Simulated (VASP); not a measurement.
Band structure of ZrS2 (relaxed from the cotunnite structure, space group Pnma). Method: r2SCAN meta-GGA, VASP's PBE PAW potentials (set 64) (plane waves; VASP 6.6.1).

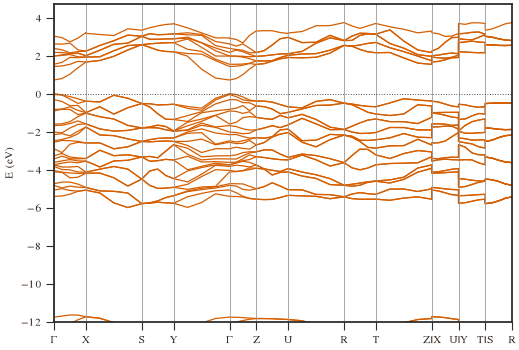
Fig. 1. Bands along high-symmetry lines, zero at the valence-band maximum or, without a gap, the Fermi level

Read the plot: is there a gap, and where are the band edges?

The gap is direct, 0.72 eV, from the valence maximum at Γ to the conduction minimum at Γ.

The structure was generated: ZrS2 was put into the cotunnite type (Pnma), which need not be its known phase. It was relaxed first.
